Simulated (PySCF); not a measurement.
```xyz
2

Si    0.0000    0.0000   -0.5518
O     0.0000    0.0000    0.9652
```

The calculation used PySCF, PBE0/6-311G(d,p), non-relativistic, at a bond length of 1.517 Å.

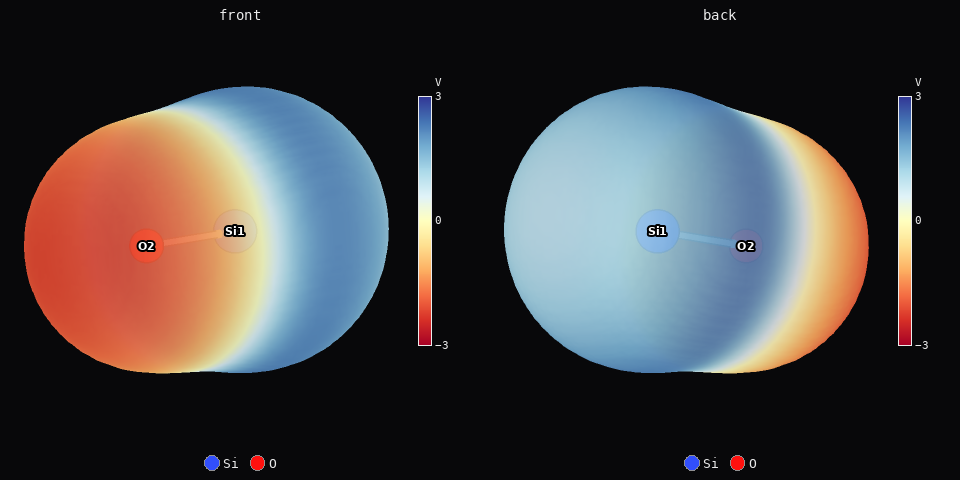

SiO. The electrostatic potential painted on the density surface at 0.004 e/bohr³, seen from the front and from behind; the colour scale runs from red (negative) to blue (positive).

### Describe the electrostatic potential map.

The most negative region (about −2.2 V) lies over O2, the most positive (about +2.2 V) over Si1. O2 is the likeliest acceptor of a hydrogen bond.
